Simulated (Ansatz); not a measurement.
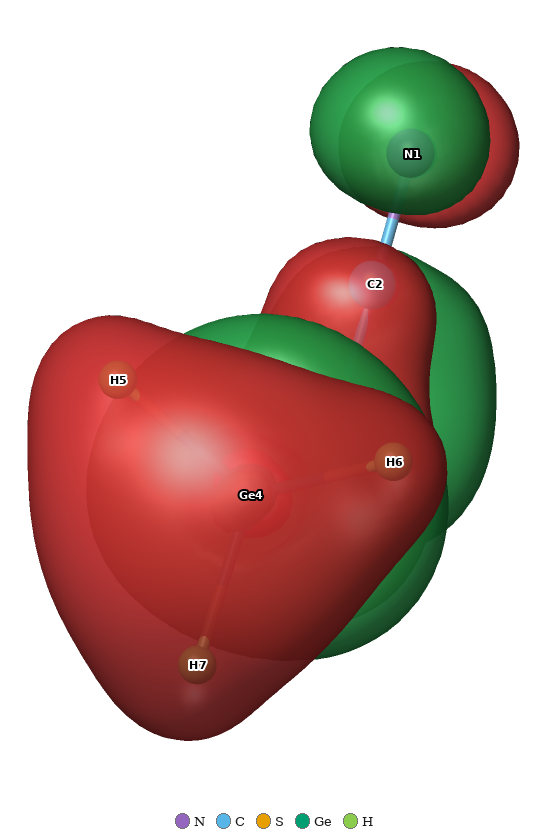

CH₃GeNS. The LUMO at ±0.08 Å⁻³ᐟ² (green and red are the two phases), seen at an oblique angle.

All numbers below come from Ansatz, RKS PBE-D4/def2-SVP.

Input

```
crystal:
  periodic: [false, false, false]
  atoms:
    - { symbol: "N", position_ang: [2.2856, -0.6389, 1.4813] }
    - { symbol: C, position_ang: [1.4687, -0.9534, 0.6767] }
    - { symbol: S, position_ang: [0.275, -1.4935, -0.5432] }
    - { symbol: Ge, position_ang: [-0.7467, 0.4264, -0.4317] }
    - { symbol: H, position_ang: [0.1149, 1.5819, -0.8387] }
    - { symbol: H, position_ang: [-1.3428, 0.6479, 1.0141] }
    - { symbol: H, position_ang: [-1.9935, 0.3615, -1.4043] }
basis:
  gaussian: { orbitals: def2-SVP }
hamiltonian:
  xc: pbe
  dispersion: d4
relax:
  f_tol: 0.02
  max_steps: 50
output:
  orbitals: {}
```

Run with:

```sh
ansatz run input.yaml --threads 2 --pin off --max-ram 3072MiB --backend cpu --events-out ev --progress --plain --runs-dir out
```

The fields are those of the run's last geometry, not of the input's.

**Where does this orbital lie, and at what energy?**

By Hirshfeld shares it lies mainly on Ge4 (about 45 %), S3 (about 25 %), N1 (about 10 %) and C2 (about 10 %). Its energy is −1.99 eV.
